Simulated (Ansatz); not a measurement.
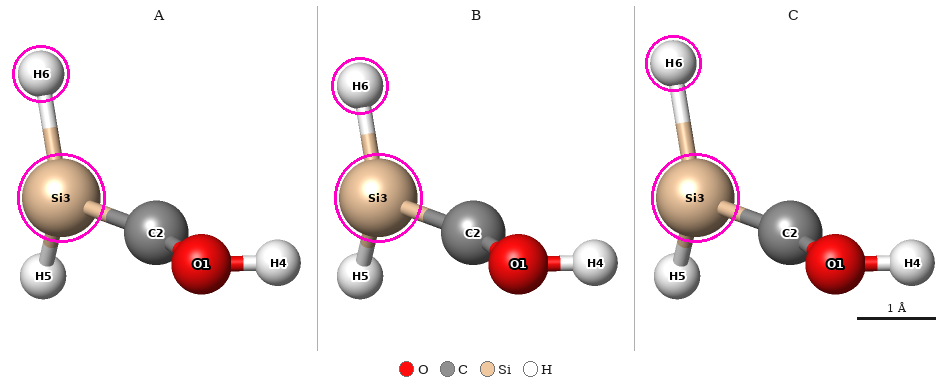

CH3OSi (charge +1): the Si3–H6 distance is varied, with the rest of the molecule carried along rigidly. Style: ball-and-stick. Shown from a free direction. The ringed atoms are those of the scanned coordinate.

Single-point energies from Ansatz with wB97M-V in the def2-TZVPP basis, on geometries moved rigidly from the minimum at PBE0-D4/def2-TZVP. Energies are counted from the PBE0-D4/def2-TZVP minimum geometry at the same level.

> Order these geometries by energy, lowest first.

Lowest first: B (the distance 1.469 Å, 0.0 kcal/mol), A (the distance 1.626 Å, 5.2 kcal/mol), C (the distance 1.763 Å, 14.2 kcal/mol). Over the whole scan: the lowest computed point lies at the distance 1.469 Å (0.0 kcal/mol). The end points stand at 5.2 kcal/mol (1.322 Å) and 14.2 kcal/mol (1.763 Å). The curvature at the lowest point is about 19 eV/Å² (3.1 mdyn/Å). The well is steeper on the short side, as for any bond.
